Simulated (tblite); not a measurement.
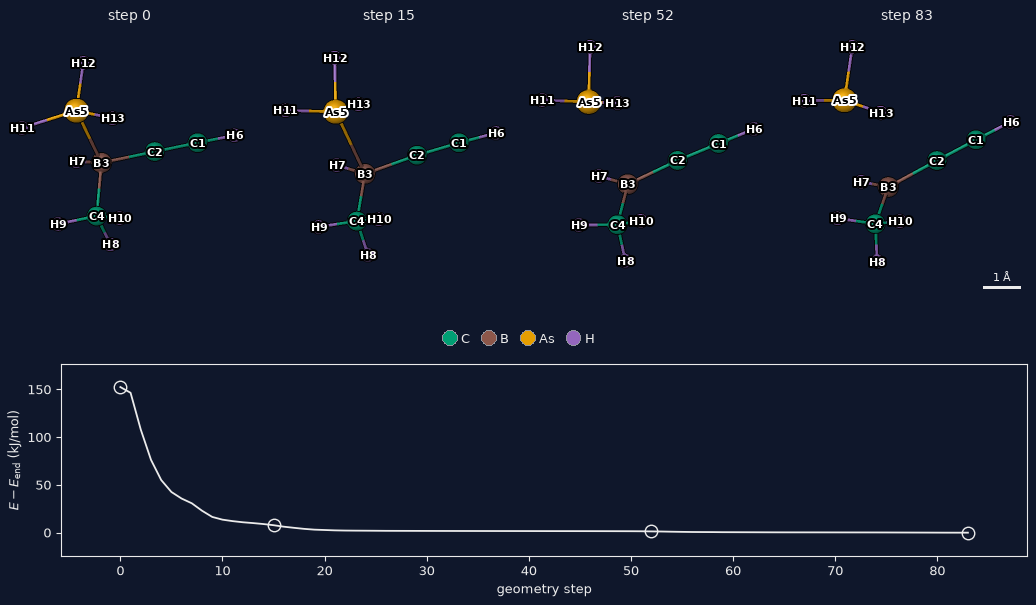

Frames of a relaxation of C3H8AsB, marked on the history of the run. Style: ball-and-stick. Shown at a tilt.

The calculation used GFN2-xTB geometry optimisation, gas phase in tblite 0.8.0. 

> What happens along the run?

Over 83 geometry steps the energy falls by 152.5 kJ/mol. H12 moves most after the best rigid fit: 1.05 Å. By element the largest moves are H 1.05 Å, B 0.92 Å, As 0.43 Å, C 0.37 Å. Among the contacts that change: B3–As5 2.053 → 3.136 Å, C2–As5 2.935 → 3.455 Å, C4–As5 2.988 → 3.499 Å, As5–H13 1.568 → 1.493 Å. Bonds break: B3–As5 (2.05 → 3.14 Å). Bond angles that change, for instance: H11–As5–H13 116.5° → 89.1°, H11–As5–H12 116.0° → 88.9°, C4–B3–H7 109.1° → 120.3°. Cost: 0.69 s on 1 thread of Arm Neoverse N1, on a shared host. From step 0 to 15: H atoms move most (0.58 Å), energy −144.7 kJ/mol. From step 15 to 52: H12 moves most (0.43 Å), energy −6.50 kJ/mol. From step 52 to 83: H13 moves most (0.45 Å), energy −1.32 kJ/mol.

```json
{"step": "0", "E − E(0), kJ/mol": "0.00"}
{"step": "1", "E − E(0), kJ/mol": "-6.01"}
{"step": "2", "E − E(0), kJ/mol": "-44.59"}
{"step": "3", "E − E(0), kJ/mol": "-76.23"}
{"step": "4", "E − E(0), kJ/mol": "-97.39"}
{"step": "5", "E − E(0), kJ/mol": "-109.92"}
{"step": "6", "E − E(0), kJ/mol": "-116.78"}
{"step": "7", "E − E(0), kJ/mol": "-121.76"}
{"step": "8", "E − E(0), kJ/mol": "-129.55"}
{"step": "9", "E − E(0), kJ/mol": "-136.04"}
{"step": "10", "E − E(0), kJ/mol": "-138.88"}
{"step": "14", "E − E(0), kJ/mol": "-143.47"}
{"step": "18", "E − E(0), kJ/mol": "-148.53"}
{"step": "22", "E − E(0), kJ/mol": "-150.29"}
{"step": "25", "E − E(0), kJ/mol": "-150.51"}
{"step": "29", "E − E(0), kJ/mol": "-150.66"}
{"step": "33", "E − E(0), kJ/mol": "-150.74"}
{"step": "37", "E − E(0), kJ/mol": "-150.79"}
{"step": "41", "E − E(0), kJ/mol": "-150.85"}
{"step": "45", "E − E(0), kJ/mol": "-150.89"}
{"step": "48", "E − E(0), kJ/mol": "-150.94"}
{"step": "52", "E − E(0), kJ/mol": "-151.19"}
{"step": "56", "E − E(0), kJ/mol": "-151.81"}
{"step": "60", "E − E(0), kJ/mol": "-152.02"}
{"step": "64", "E − E(0), kJ/mol": "-152.15"}
{"step": "68", "E − E(0), kJ/mol": "-152.20"}
{"step": "71", "E − E(0), kJ/mol": "-152.24"}
{"step": "75", "E − E(0), kJ/mol": "-152.30"}
{"step": "79", "E − E(0), kJ/mol": "-152.43"}
{"step": "83", "E − E(0), kJ/mol": "-152.51"}
```
